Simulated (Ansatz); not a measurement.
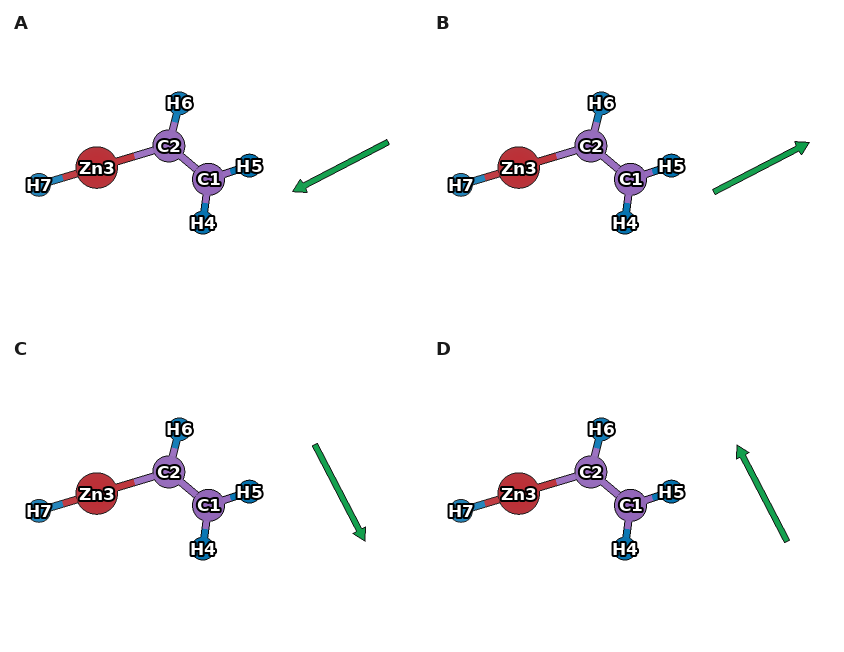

The same molecule four times, each with an arrow. The computed structure is the end point of a PBE-D4/def2-SVP optimisation. No frequency run is at hand to confirm it as a minimum. Level of theory: RKS PBE-D4/def2-SVP (Ansatz 0.2.0).

Question: Which arrow points along the dipole moment, from the negative to the positive end?

Answer: B. The dipole moment is 0.29 D; it points from the side of H7 to the side of H5 (the outermost atoms at the two ends).
